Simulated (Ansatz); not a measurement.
## Geometry relaxation, with input and output: CH6N2Si (part 2 of 2)

The same run, continued: CH6N2Si, SMILES C=N[SiH2]N; RKS PBE-D4/def2-SVP (Ansatz 0.2.0). The geometry: force-field start.

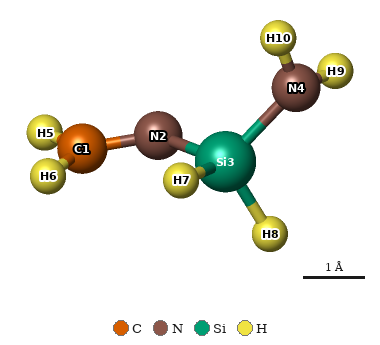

Figure 1. The geometry at step 11 of the log (ball-and-stick view, seen at a tilt; atoms are numbered from 1 in the order of the input).

Trajectory as extended XYZ, continued:
```
10
Properties=species:S:1:pos:R:3:forces:R:3 step=6 energy=-11977.85021
C    -1.9012    0.7678   -0.4483    0.2418   0.3126   0.4245
N    -0.6294    0.6958   -0.5289   -0.1605  -0.1498   0.1095
Si    0.3806   -0.4959    0.3548   -0.0357  -0.0878  -0.1893
N     2.0945   -0.3782    0.0859    0.0034   0.0557  -0.2352
H    -2.4535    1.5907   -0.9665   -0.0016  -0.1465  -0.1761
H    -2.5589    0.1317    0.2117    0.0862  -0.0536  -0.1721
H     0.1599   -0.3346    1.8363   -0.0300   0.0595  -0.0289
H    -0.0383   -1.8618   -0.1285    0.0356   0.0085   0.0368
H     2.4444   -0.6182   -0.8548   -0.0896   0.1190   0.3083
H     2.5850    0.4516    0.4412   -0.0496  -0.1177  -0.0775
10
Properties=species:S:1:pos:R:3:forces:R:3 step=7 energy=-11977.87038
C    -1.8942    0.7972   -0.4085    0.0912  -0.0589  -0.0571
N    -0.6393    0.6383   -0.5239    0.0783   0.0268  -0.0527
Si    0.3769   -0.5275    0.3485    0.0011  -0.0418   0.0543
N     2.0786   -0.3563    0.0732   -0.0190  -0.0424   0.0515
H    -2.4110    1.5608   -1.0330   -0.1570   0.0675  -0.0040
H    -2.5619    0.2089    0.2752   -0.0615   0.0418   0.0359
H     0.1278   -0.3571    1.8262    0.0488  -0.0304  -0.0071
H     0.0001   -1.8993   -0.1416   -0.0062  -0.0130   0.0037
H     2.4341   -0.5727   -0.8600    0.0259  -0.0260  -0.0755
H     2.5720    0.4563    0.4469   -0.0015   0.0763   0.0508
10
Properties=species:S:1:pos:R:3:forces:R:3 step=8 energy=-11977.87900
C    -1.8807    0.8114   -0.4120   -0.0524  -0.0451   0.0824
N    -0.6368    0.5955   -0.5830   -0.2545   0.0061  -0.0390
Si    0.3753   -0.5536    0.3300    0.0118   0.0012  -0.0097
N     2.0820   -0.3540    0.0923   -0.0114   0.0207   0.0032
H    -2.4485    1.5331   -1.0572    0.1875  -0.0504   0.0076
H    -2.5337    0.3226    0.3687    0.1422   0.0384  -0.0439
H     0.1193   -0.4057    1.8075   -0.0313   0.0049   0.0135
H     0.0249   -1.9305   -0.1660   -0.0076   0.0196  -0.0139
H     2.4556   -0.5626   -0.8381    0.0100   0.0260   0.0076
H     2.5255    0.4925    0.4607    0.0057  -0.0215  -0.0077
10
Properties=species:S:1:pos:R:3:forces:R:3 step=9 energy=-11977.89972
C    -1.8732    0.8172   -0.3965   -0.0268   0.0360  -0.0865
N    -0.6648    0.5097   -0.6518   -0.0754  -0.0335   0.0279
Si    0.3678   -0.5808    0.3049   -0.0262   0.0005   0.0001
N     2.0734   -0.3368    0.1016   -0.0120   0.0356  -0.0029
H    -2.4438    1.4838   -1.0961    0.0404  -0.0763   0.1184
H    -2.4676    0.4632    0.4946    0.0988   0.0764  -0.0613
H     0.0725   -0.4392    1.7785   -0.0089  -0.0061  -0.0018
H     0.0491   -1.9578   -0.2029    0.0216  -0.0323  -0.0079
H     2.4711   -0.5178   -0.8244   -0.0037   0.0022  -0.0101
H     2.4983    0.5072    0.4952   -0.0078  -0.0025   0.0241
10
Properties=species:S:1:pos:R:3:forces:R:3 step=10 energy=-11977.91786
C    -1.8552    0.8254   -0.3914    0.3944  -0.0816  -0.1313
N    -0.6861    0.4219   -0.7175   -0.4376   0.0732   0.1532
Si    0.3554   -0.6172    0.2824   -0.0345  -0.0211   0.0160
N     2.0529   -0.3135    0.1048    0.0379   0.0219  -0.0030
H    -2.4465    1.4432   -1.1119   -0.0446  -0.0241   0.0952
H    -2.3704    0.6102    0.5891    0.0805   0.0562  -0.1196
H     0.0261   -0.4794    1.7522    0.0012   0.0021  -0.0258
H     0.0817   -2.0060   -0.2187    0.0285  -0.0294  -0.0063
H     2.4700   -0.4602   -0.8186   -0.0051  -0.0032  -0.0034
H     2.4551    0.5244    0.5327   -0.0207   0.0059   0.0249
10
Properties=species:S:1:pos:R:3:forces:R:3 step=11 energy=-11977.93557
C    -1.8286    0.8396   -0.3904    0.2055  -0.0661  -0.0329
N    -0.7203    0.3272   -0.7599   -0.2314   0.0437   0.0556
Si    0.3416   -0.6636    0.2663    0.0455  -0.0204  -0.0605
N     2.0302   -0.2885    0.1100   -0.0460  -0.0167   0.0154
H    -2.4570    1.4145   -1.1133    0.0074   0.0115   0.0206
H    -2.2581    0.7653    0.6468    0.0135   0.0071  -0.0338
H    -0.0107   -0.5269    1.7297   -0.0112   0.0014   0.0065
H     0.1282   -2.0653   -0.2357    0.0254   0.0259   0.0285
H     2.4641   -0.4096   -0.8091    0.0087   0.0073  -0.0036
H     2.3937    0.5562    0.5586   -0.0174   0.0063   0.0041
10
Properties=species:S:1:pos:R:3:forces:R:3 step=12 energy=-11977.87518 accepted=F
C    -1.7796    0.8485   -0.3858   -0.1338  -0.1281  -0.0720
N    -0.8037    0.1618   -0.8271    0.3577   0.3699   0.0087
Si    0.3411   -0.7079    0.2204   -1.4402  -0.7360   0.3945
N     1.9691   -0.2638    0.1061    1.1059   0.5382  -0.2507
H    -2.3700    1.5121   -1.0630   -0.0772  -0.0932  -0.0567
H    -2.1437    0.8303    0.6752    0.0763   0.1289   0.1109
H    -0.0434   -0.5470    1.6762   -0.0079   0.0952  -0.0052
H     0.2185   -2.1426   -0.1673    0.0000  -0.1778  -0.1474
H     2.4372   -0.3442   -0.8016    0.0515  -0.0096   0.0363
H     2.2577    0.6017    0.5699    0.0676   0.0126  -0.0185
10
Properties=species:S:1:pos:R:3:forces:R:3 step=13 energy=-11977.94148
C    -1.8053    0.8495   -0.3859    0.1151  -0.1648  -0.0174
N    -0.7511    0.2553   -0.7901   -0.1672   0.1529   0.0776
Si    0.3334   -0.6974    0.2489   -0.0862  -0.0431   0.0239
N     2.0076   -0.2717    0.1104    0.0650   0.0320  -0.0248
H    -2.4396    1.4316   -1.0977    0.0143   0.0081   0.0036
H    -2.1918    0.8306    0.6728    0.0676   0.0299  -0.0673
H    -0.0362   -0.5406    1.7075   -0.0083  -0.0116  -0.0030
H     0.1678   -2.1117   -0.2278    0.0130   0.0010   0.0080
H     2.4615   -0.3805   -0.8011    0.0047   0.0083   0.0163
H     2.3368    0.5838    0.5660   -0.0180  -0.0126  -0.0169
10
Properties=species:S:1:pos:R:3:forces:R:3 step=14 energy=-11977.94396
C    -1.7804    0.8519   -0.3826   -0.0372   0.0317   0.0038
N    -0.7606    0.2218   -0.8099    0.0483  -0.0636   0.0511
Si    0.3229   -0.7229    0.2466   -0.0250   0.0261  -0.0930
N     1.9907   -0.2560    0.1175   -0.0363  -0.0399   0.0309
H    -2.4245    1.4401   -1.0821    0.0181  -0.0196   0.0204
H    -2.1135    0.8759    0.6914   -0.0127   0.0156  -0.0098
H    -0.0798   -0.5730    1.6974    0.0062   0.0051  -0.0062
H     0.2011   -2.1416   -0.2273   -0.0015   0.0008   0.0036
H     2.4549   -0.3799   -0.7865    0.0083   0.0154   0.0049
H     2.2723    0.6325    0.5385    0.0318   0.0286  -0.0056
10
Properties=species:S:1:pos:R:3:forces:R:3 step=15 energy=-11977.94339 accepted=F
C    -1.7829    0.8571   -0.3783   -0.0838   0.0878  -0.0247
N    -0.7657    0.2184   -0.7944    0.0808  -0.1026  -0.0136
Si    0.3241   -0.7307    0.2458   -0.0099   0.0649   0.0034
N     1.9887   -0.2489    0.1270   -0.0382  -0.1032  -0.0338
H    -2.4215    1.4359   -1.0911    0.0146  -0.0088   0.0330
H    -2.1213    0.9041    0.6925   -0.0027  -0.0162   0.0183
H    -0.0681   -0.6000    1.7003   -0.0329  -0.0017   0.0101
H     0.2077   -2.1444   -0.2450    0.0228   0.0145   0.0082
H     2.4607   -0.3995   -0.7679    0.0353   0.0125  -0.0372
H     2.2614    0.6568    0.5141    0.0140   0.0529   0.0363
10
Properties=species:S:1:pos:R:3:forces:R:3 step=16 energy=-11977.94468
C    -1.7821    0.8543   -0.3809    0.0006  -0.0025  -0.0076
N    -0.7675    0.2130   -0.8047    0.0055  -0.0111   0.0115
Si    0.3225   -0.7267    0.2435   -0.0148   0.0173  -0.0203
N     1.9886   -0.2545    0.1183    0.0041   0.0056   0.0160
H    -2.4245    1.4365   -1.0855    0.0019  -0.0008   0.0035
H    -2.1135    0.8939    0.6928   -0.0012   0.0038   0.0036
H    -0.0768   -0.5801    1.6951    0.0012   0.0004   0.0072
H     0.2058   -2.1446   -0.2315   -0.0002  -0.0076  -0.0033
H     2.4580   -0.3777   -0.7829    0.0038   0.0007  -0.0059
H     2.2724    0.6347    0.5388   -0.0010  -0.0057  -0.0045
```

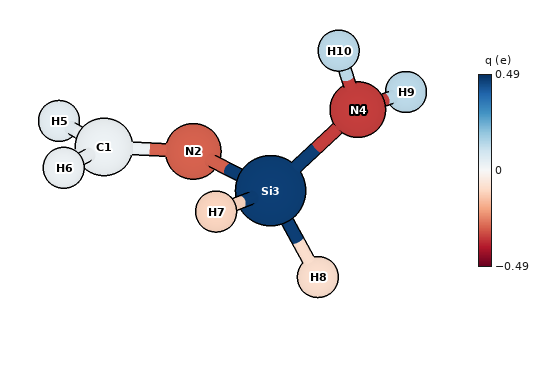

Figure 2. Mulliken charges, as the colour of each atom (ball-and-stick view, seen at a tilt; atoms are numbered from 1 in the order of the input). By element: C +0.03, N −0.34 to −0.29, Si +0.46 and H −0.11 to +0.13 e.

The run was set up as follows.

The input:
```yaml
crystal:
  periodic: [false, false, false]
  atoms:
    - {symbol: C, position_ang: [-1.596200, 0.714500, -0.407000]}
    - {symbol: N, position_ang: [-0.367800, 0.641800, -0.479600]}
    - {symbol: Si, position_ang: [0.295700, -0.631100, 0.441000]}
    - {symbol: N, position_ang: [2.023600, -0.365900, 0.056400]}
    - {symbol: H, position_ang: [-2.135000, 1.552400, -1.014300]}
    - {symbol: H, position_ang: [-2.319000, 0.128900, 0.173200]}
    - {symbol: H, position_ang: [0.133200, -0.387600, 1.895300]}
    - {symbol: H, position_ang: [-0.085000, -1.921500, -0.063900]}
    - {symbol: H, position_ang: [1.994000, -0.379400, -0.913600]}
    - {symbol: H, position_ang: [2.139500, 0.596700, 0.315500]}
basis:
  gaussian: {orbitals: def2-SVP}
hamiltonian: {xc: pbe, dispersion: d4}
relax: {f_tol: 0.03, max_steps: 200}
```

Command:
```bash
ansatz run in.yaml --threads 2 --pin off --events-out ev --progress --plain --max-ram 4352MiB
```

Summary:

```json
{"quantity": "outcome", "value": "converged"}
{"quantity": "total energy", "value": "−11977.9447 eV"}
{"quantity": "mean-field energy", "value": "−11977.7661 eV"}
{"quantity": "dispersion energy", "value": "−0.1786 eV"}
{"quantity": "SCF solution under orbital rotations", "value": "stable"}
{"quantity": "largest force (length of the vector) at the end", "value": "0.031 eV/Å"}
{"quantity": "dipole moment", "value": "1.35 D"}
{"quantity": "hardware", "value": "2 threads of Intel Xeon, 15 GiB of memory available, shared host"}
{"quantity": "wall time", "value": "18 s (CPU time 33 s)"}
{"quantity": "peak memory", "value": "0.14 GiB"}
```
